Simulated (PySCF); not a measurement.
# oxonium (H3O+): NMR shifts at several levels of theory

Aim: compute the NMR shifts of oxonium (H3O+) (`[OH3+]`) at several levels, and see how far they spread and what each costs.

Programs: PySCF 2.14.0, with density-fitted response routines of our own. Each step states its level of theory. These are calculated values for one molecule in the gas phase, unless marked as measured. Atoms count from 0, in the outputs and in this text.

## 1. Starting geometry

4 atoms, charge 1, multiplicity 1; geometry from: GFN2-xTB.

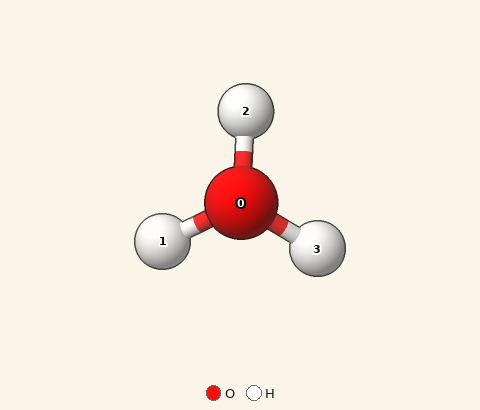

The starting geometry (oxygen red, hydrogen white), atoms numbered.

## 2. Geometry optimisation at PBE0-D3(BJ)/def2-SVP

What the job is given:

```
{"job": {"xc": "PBE0", "basis": "def2-SVP", "d3": "d3bj", "grid": 1, "kind": "geom"}, "charge": 1, "multiplicity": 1}
O      0.007610    -0.003660     0.200620
H     -0.581700    -0.733720    -0.094950
H     -0.342070     0.879190    -0.055640
H      0.936630    -0.132270    -0.095730
```

Output:

```text
step   0  E = -76.56285534  max force = 0.002271
step   1  E = -76.56287043  max force = 0.000729
step   2  E = -76.56287283  max force = 0.000082
optimisation converged
```

Wall time 0.7 s (1 thread, shared host).

Along the way:

| step | energy from step 0 (eV) | largest force component (eV/Å) |
| --- | --- | --- |
| 0 | 0.0000 | 0.1168 |
| 1 | -0.0004 | 0.0375 |
| 2 | -0.0005 | 0.0042 |

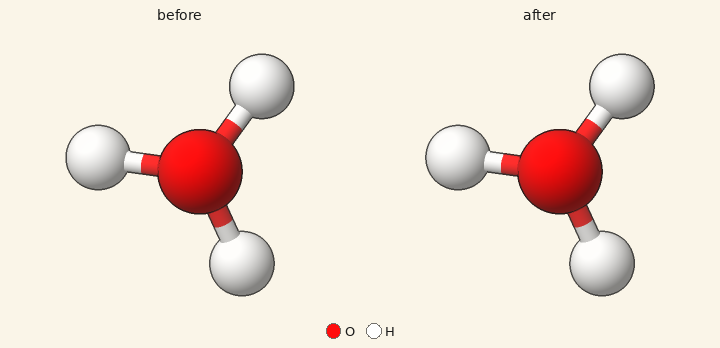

The geometry before (left) and after (right).

Distances of close pairs at the start and the end, largest changes first:

| bond | before (Å) | after (Å) | change (Å) |
| --- | --- | --- | --- |
| O0–H1 | 0.984 | 0.982 | -0.002 |
| O0–H3 | 0.984 | 0.982 | -0.002 |
| O0–H2 | 0.984 | 0.982 | -0.002 |

The next job starts from the end point, and lists it.

| at the end point | value |
| --- | --- |
| point group (found at 0.08 Å tolerance) | C3v |
| rotational constants (GHz, main isotopes) | 329.6, 329.5, 188.0 |

## 3. NMR shieldings: PBE0/cc-pVDZ

What the job is given:

```
{"job": {"kind": "nmr", "xc": "PBE0", "basis": "cc-pVDZ", "pop": true}, "charge": 1, "multiplicity": 1}
O      0.007383    -0.002796     0.193355
H     -0.580864    -0.734855    -0.092215
H     -0.343032     0.880300    -0.053246
H      0.936983    -0.133109    -0.093594
```

With the program's defaults for keys left out, this is: GIAO PBE0/cc-pVDZ NMR shielding, non-relativistic, gas phase.

Output:

```text
coarse grid: 2952 points
cycle   1  E = -76.6088543665  dE =  3.682e-01  |g| = 3.223e-01  |ddm| = 3.292e+00
cycle   2  E = -76.6113590343  dE = -2.505e-03  |g| = 3.093e-01  |ddm| = 9.433e-01
cycle   3  E = -76.6274155437  dE = -1.606e-02  |g| = 4.609e-02  |ddm| = 4.121e-01
cycle   4  E = -76.6277738994  dE = -3.584e-04  |g| = 3.496e-03  |ddm| = 5.583e-02
cycle   5  E = -76.6277758420  dE = -1.943e-06  |g| = 9.214e-05  |ddm| = 4.037e-03
final grid: 27328 points
cycle   6  E = -76.6242653001  dE = -1.049e-05  |g| = 6.811e-04  |ddm| = 1.343e-02
cycle   7  E = -76.6242653449  dE = -4.477e-08  |g| = 5.817e-04  |ddm| = 1.514e-03
cycle   8  E = -76.6242653992  dE = -5.427e-08  |g| = 1.281e-04  |ddm| = 8.338e-04
cycle   9  E = -76.6242654021  dE = -2.926e-09  |g| = 1.491e-05  |ddm| = 1.720e-04
cycle  10  E = -76.6242654021  dE = -4.218e-11  |g| = 9.021e-07  |ddm| = 1.986e-05
converged SCF energy = -76.6242654021

GIAO shielding tensors (ppm)
atom      isotropic    diamagn.    paramagn.     s11        s22        s33       span
  0 O      318.031     372.747     -54.716    288.458    332.807    332.827     44.368
  1 H       24.536      25.185      -0.649     17.641     18.377     37.590     19.948
  2 H       24.535      25.178      -0.643     17.641     18.375     37.588     19.947
  3 H       24.536      25.172      -0.636     17.641     18.377     37.590     19.948
```

Wall time 0.6 s (1 thread, shared host).

Shifts follow as δ = σ(reference) − σ, with reference shieldings (ppm) from runs at the same level and on the same kind of geometry: 1H TMS 31.29, 17O H2O 343.3. The references are single molecules in the gas phase, so shifts against H2O, NH3, PH3, H3PO4 or CFCl3 are not on the usual liquid scales and can be off by tens of ppm. Atoms listed in one row are averaged.

| atoms | environment | σ (ppm) | δ (ppm) |
| --- | --- | --- | --- |
| H1, H2, H3 | hydrogen on an oxygen | 24.54 | 6.75 |
| O0 | oxygen bonded to 3 H | 318.0 | 25.3 |

Charges from the same density, by scheme (e):

| atoms | Mulliken | IAO | Hirshfeld | ESP fit |
| --- | --- | --- | --- | --- |
| O0 | 0.16 | -0.42 | 0.05 | -0.48 |

IAO charges:

| atom | value (e) |
| --- | --- |
| O0 | -0.42 |
| H1 | 0.47 |
| H2 | 0.47 |
| H3 | 0.47 |

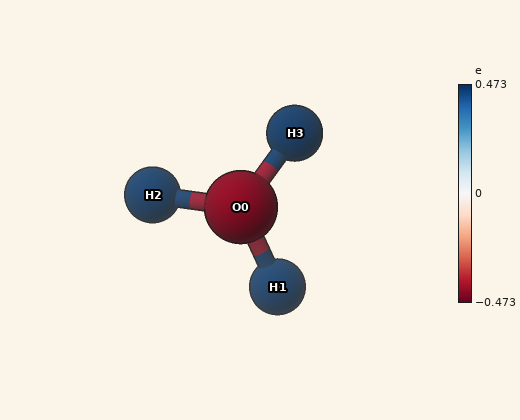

IAO charges, as colours on the atoms.

## 4. Nuclear shieldings: PBE0/cc-pVTZ

What the job is given:

```
{"job": {"kind": "nmr", "xc": "PBE0", "basis": "cc-pVTZ", "pop": true}, "charge": 1, "multiplicity": 1}
O      0.007383    -0.002796     0.193355
H     -0.580864    -0.734855    -0.092215
H     -0.343032     0.880300    -0.053246
H      0.936983    -0.133109    -0.093594
```

Level: GIAO PBE0/cc-pVTZ NMR shielding, non-relativistic, gas phase.

Output:

```text
coarse grid: 2952 points
cycle   1  E = -76.6442809056  dE =  3.619e-01  |g| = 3.391e-01  |ddm| = 3.548e+00
cycle   2  E = -76.6461927851  dE = -1.912e-03  |g| = 3.331e-01  |ddm| = 9.136e-01
cycle   3  E = -76.6628624924  dE = -1.667e-02  |g| = 5.228e-02  |ddm| = 4.308e-01
cycle   4  E = -76.6632843835  dE = -4.219e-04  |g| = 4.855e-03  |ddm| = 5.626e-02
cycle   5  E = -76.6632876616  dE = -3.278e-06  |g| = 2.539e-04  |ddm| = 3.930e-03
final grid: 27328 points
cycle   6  E = -76.6545283113  dE = -3.541e-05  |g| = 1.133e-03  |ddm| = 4.040e-02
cycle   7  E = -76.6545284421  dE = -1.309e-07  |g| = 2.572e-04  |ddm| = 1.528e-03
cycle   8  E = -76.6545284487  dE = -6.599e-09  |g| = 1.361e-04  |ddm| = 3.448e-04
cycle   9  E = -76.6545284511  dE = -2.376e-09  |g| = 5.455e-05  |ddm| = 2.065e-04
cycle  10  E = -76.6545284515  dE = -4.521e-10  |g| = 2.951e-06  |ddm| = 6.312e-05
converged SCF energy = -76.6545284515

GIAO shielding tensors (ppm)
atom      isotropic    diamagn.    paramagn.     s11        s22        s33       span
  0 O      306.126     372.639     -66.514    274.212    322.075    322.091     47.879
  1 H       24.016      24.572      -0.555     16.775     17.391     37.883     21.108
  2 H       24.015      24.567      -0.552     16.774     17.389     37.881     21.107
  3 H       24.016      24.564      -0.548     16.775     17.391     37.883     21.108
```

It took 1.1 s on 1 thread, shared host.

Key values: δ O0 28.7, H1 7.28 ppm (means over like atoms).

## 5. NMR shieldings: PBE0/aug-cc-pVDZ

What the job is given:

```
{"job": {"kind": "nmr", "xc": "PBE0", "basis": "aug-cc-pVDZ", "pop": true}, "charge": 1, "multiplicity": 1}
O      0.007383    -0.002796     0.193355
H     -0.580864    -0.734855    -0.092215
H     -0.343032     0.880300    -0.053246
H      0.936983    -0.133109    -0.093594
```

Level: GIAO PBE0/aug-cc-pVDZ NMR shielding, non-relativistic, gas phase.

Output:

```text
coarse grid: 2952 points
cycle   1  E = -76.6188544783  dE =  3.710e-01  |g| = 3.039e-01  |ddm| = 3.423e+00
cycle   2  E = -76.6223831837  dE = -3.529e-03  |g| = 2.826e-01  |ddm| = 9.228e-01
cycle   3  E = -76.6357146978  dE = -1.333e-02  |g| = 5.373e-02  |ddm| = 3.794e-01
cycle   4  E = -76.6362045345  dE = -4.898e-04  |g| = 4.522e-03  |ddm| = 6.396e-02
cycle   5  E = -76.6362079927  dE = -3.458e-06  |g| = 1.029e-04  |ddm| = 3.523e-03
final grid: 27328 points
cycle   6  E = -76.6327688486  dE = -1.117e-05  |g| = 6.992e-04  |ddm| = 2.184e-02
cycle   7  E = -76.6327688948  dE = -4.622e-08  |g| = 6.073e-04  |ddm| = 1.558e-03
cycle   8  E = -76.6327689534  dE = -5.862e-08  |g| = 1.384e-04  |ddm| = 8.657e-04
cycle   9  E = -76.6327689569  dE = -3.479e-09  |g| = 1.821e-05  |ddm| = 1.775e-04
cycle  10  E = -76.6327689569  dE = -6.398e-11  |g| = 1.134e-06  |ddm| = 2.185e-05
converged SCF energy = -76.6327689569

GIAO shielding tensors (ppm)
atom      isotropic    diamagn.    paramagn.     s11        s22        s33       span
  0 O      317.855     367.063     -49.208    289.439    332.055    332.072     42.633
  1 H       24.459      25.533      -1.074     17.522     18.171     37.685     20.162
  2 H       24.458      25.530      -1.072     17.522     18.169     37.683     20.161
  3 H       24.459      25.526      -1.067     17.522     18.171     37.685     20.162
```

Wall time 0.8 s (1 thread, shared host).

Key values: δ O0 18.1, H1 6.94 ppm (means over like atoms).

## 6. Nuclear shieldings: PBE0/IGLO-III

What the job is given:

```
{"job": {"kind": "nmr", "xc": "PBE0", "basis": "IGLO-III", "pop": true}, "charge": 1, "multiplicity": 1}
O      0.007383    -0.002796     0.193355
H     -0.580864    -0.734855    -0.092215
H     -0.343032     0.880300    -0.053246
H      0.936983    -0.133109    -0.093594
```

Method: GIAO PBE0/IGLO-III NMR shielding, non-relativistic, gas phase.

Output:

```text
coarse grid: 2952 points
cycle   1  E = -76.6423422011  dE =  3.632e-01  |g| = 3.404e-01  |ddm| = 9.117e-01
cycle   2  E = -76.6441635373  dE = -1.821e-03  |g| = 3.369e-01  |ddm| = 1.903e-01
cycle   3  E = -76.6611771510  dE = -1.701e-02  |g| = 5.410e-02  |ddm| = 1.026e-01
cycle   4  E = -76.6616269371  dE = -4.498e-04  |g| = 5.328e-03  |ddm| = 1.557e-02
cycle   5  E = -76.6616305375  dE = -3.600e-06  |g| = 2.904e-04  |ddm| = 1.420e-03
final grid: 27328 points
cycle   6  E = -76.6592512279  dE = -4.336e-05  |g| = 1.424e-03  |ddm| = 1.956e-02
cycle   7  E = -76.6592513136  dE = -8.572e-08  |g| = 8.658e-04  |ddm| = 8.909e-04
cycle   8  E = -76.6592513946  dE = -8.096e-08  |g| = 4.718e-04  |ddm| = 3.488e-04
cycle   9  E = -76.6592514277  dE = -3.317e-08  |g| = 2.358e-05  |ddm| = 1.217e-04
cycle  10  E = -76.6592514278  dE = -8.500e-11  |g| = 3.824e-06  |ddm| = 9.647e-06
converged SCF energy = -76.6592514278

GIAO shielding tensors (ppm)
atom      isotropic    diamagn.    paramagn.     s11        s22        s33       span
  0 O      304.333     380.429     -76.096    272.778    320.102    320.119     47.341
  1 H       24.248      24.017       0.231     17.089     17.783     37.873     20.784
  2 H       24.247      24.013       0.234     17.088     17.781     37.872     20.784
  3 H       24.248      24.010       0.238     17.089     17.782     37.873     20.784
```

Run time: 1 s. Hardware: 1 thread, shared host.

Key values: δ O0 22.9, H1 7.13 ppm (means over like atoms).

## 7. NMR shieldings: PBE0/pcSseg-0

What the job is given:

```
{"job": {"kind": "nmr", "xc": "PBE0", "basis": "pcSseg-0", "pop": true}, "charge": 1, "multiplicity": 1}
O      0.007383    -0.002796     0.193355
H     -0.580864    -0.734855    -0.092215
H     -0.343032     0.880300    -0.053246
H      0.936983    -0.133109    -0.093594
```

With the program's defaults for keys left out, this is: GIAO PBE0/pcSseg-0 NMR shielding, non-relativistic, gas phase.

Output:

```text
coarse grid: 2952 points
cycle   1  E = -76.4298206517  dE =  3.592e-01  |g| = 2.246e-01  |ddm| = 1.349e+00
cycle   2  E = -76.4355176812  dE = -5.697e-03  |g| = 1.945e-01  |ddm| = 2.482e-01
cycle   3  E = -76.4413535344  dE = -5.836e-03  |g| = 3.645e-02  |ddm| = 1.127e-01
cycle   4  E = -76.4415578436  dE = -2.043e-04  |g| = 6.335e-04  |ddm| = 1.643e-02
cycle   5  E = -76.4415579162  dE = -7.259e-08  |g| = 1.797e-05  |ddm| = 3.921e-04
final grid: 27328 points
cycle   6  E = -76.4182221197  dE = -7.061e-06  |g| = 3.144e-03  |ddm| = 6.482e-03
cycle   7  E = -76.4182215308  dE =  5.889e-07  |g| = 3.735e-03  |ddm| = 3.329e-03
cycle   8  E = -76.4182237143  dE = -2.184e-06  |g| = 2.452e-05  |ddm| = 1.782e-03
cycle   9  E = -76.4182237146  dE = -2.802e-10  |g| = 1.307e-06  |ddm| = 4.021e-05
converged SCF energy = -76.4182237146

GIAO shielding tensors (ppm)
atom      isotropic    diamagn.    paramagn.     s11        s22        s33       span
  0 O      314.014     390.105     -76.092    272.004    335.009    335.028     63.024
  1 H       26.072      24.465       1.607     19.411     19.958     38.847     19.436
  2 H       26.071      24.460       1.611     19.411     19.956     38.846     19.435
  3 H       26.072      24.456       1.616     19.411     19.958     38.847     19.436
```

Run time: 0.5 s. Hardware: 1 thread, shared host.

In short: δ O0 23.8, H1 6.76 ppm (means over like atoms).

## 8. Shielding tensors: PBE0/pcSseg-3

What the job is given:

```
{"job": {"kind": "nmr", "xc": "PBE0", "basis": "pcSseg-3", "pop": true}, "charge": 1, "multiplicity": 1}
O      0.007383    -0.002796     0.193355
H     -0.580864    -0.734855    -0.092215
H     -0.343032     0.880300    -0.053246
H      0.936983    -0.133109    -0.093594
```

Method: GIAO PBE0/pcSseg-3 NMR shielding, non-relativistic, gas phase.

Output:

```text
coarse grid: 2952 points
cycle   1  E = -76.6492065556  dE =  3.610e-01  |g| = 3.414e-01  |ddm| = 8.283e-01
cycle   2  E = -76.6510595221  dE = -1.853e-03  |g| = 3.371e-01  |ddm| = 2.031e-01
cycle   3  E = -76.6681014594  dE = -1.704e-02  |g| = 5.477e-02  |ddm| = 1.001e-01
cycle   4  E = -76.6685609640  dE = -4.595e-04  |g| = 5.612e-03  |ddm| = 1.899e-02
cycle   5  E = -76.6685647148  dE = -3.751e-06  |g| = 2.850e-04  |ddm| = 1.547e-03
final grid: 27328 points
cycle   6  E = -76.6631293629  dE = -1.378e-04  |g| = 2.283e-03  |ddm| = 1.229e-01
cycle   7  E = -76.6631296045  dE = -2.416e-07  |g| = 6.344e-04  |ddm| = 4.150e-03
cycle   8  E = -76.6631296029  dE =  1.643e-09  |g| = 6.332e-04  |ddm| = 4.059e-04
cycle   9  E = -76.6631296631  dE = -6.019e-08  |g| = 4.187e-05  |ddm| = 1.781e-04
cycle  10  E = -76.6631296633  dE = -2.384e-10  |g| = 3.414e-06  |ddm| = 1.234e-05
converged SCF energy = -76.6631296633

GIAO shielding tensors (ppm)
atom      isotropic    diamagn.    paramagn.     s11        s22        s33       span
  0 O      304.072     382.155     -78.083    272.550    319.824    319.841     47.291
  1 H       23.749      23.522       0.227     16.447     17.015     37.784     21.337
  2 H       23.747      23.517       0.230     16.446     17.013     37.782     21.336
  3 H       23.749      23.515       0.234     16.447     17.015     37.784     21.337
```

Run time: 3.8 s. Hardware: 1 thread, shared host.

Key values: δ O0 22.4, H1 7.42 ppm (means over like atoms).

## 9. Comparing the runs: NMR shifts

Shifts (ppm), means over like atoms, with basis size and wall time:

| run | H1 | O0 | functions | time |
| --- | --- | --- | --- | --- |
| PBE0/cc-pVDZ | 6.75 | 25.3 | 29 | 0.6 s |
| PBE0/cc-pVTZ | 7.28 | 28.7 | 72 | 1.1 s |
| PBE0/aug-cc-pVDZ | 6.94 | 18.1 | 50 | 0.8 s |
| PBE0/IGLO-III | 7.13 | 22.9 | 65 | 1 s |
| PBE0/pcSseg-0 | 6.76 | 23.8 | 15 | 0.5 s |
| PBE0/pcSseg-3 | 7.42 | 22.4 | 171 | 3.8 s |

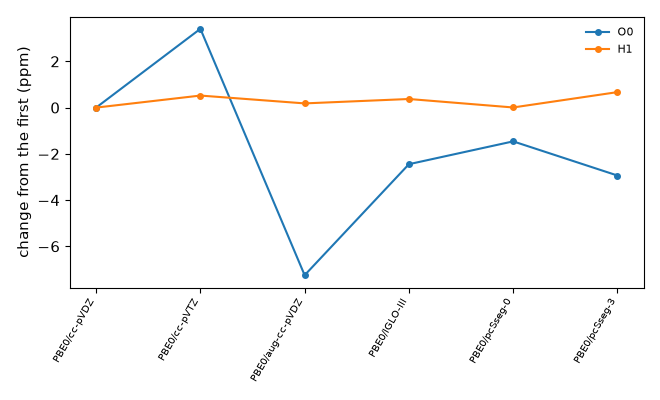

How the tabulated atoms move from run to run.

## 10. Outcome

| quantity | value |
| --- | --- |
| point group | C3v |
| rotational constants (main isotopes) | 329.64, 329.50, 188.05 GHz |
| 1H shifts against TMS (PBE0/cc-pVDZ, means over atoms taken as alike) | 6.75 ppm |
| 17O shifts against H2O (PBE0/cc-pVDZ) | 25.3 ppm |
| range of the shift of O0 | 18.1 to 28.7 ppm |

What this shows: Single values in the summary come from the first run of each kind that ended normally (PBE0/cc-pVDZ), which need not be the best level. With PBE0/def2-SVP, its start was all but relaxed already: 2 steps gained 0.5 meV. At PBE0/cc-pVDZ: The largest span, 44 ppm, is at O0, where the paramagnetic term is -55 ppm. Across the 6 runs the shift of O0 moves most, between 18.1 (PBE0/aug-cc-pVDZ) and 28.7 ppm (PBE0/cc-pVTZ).
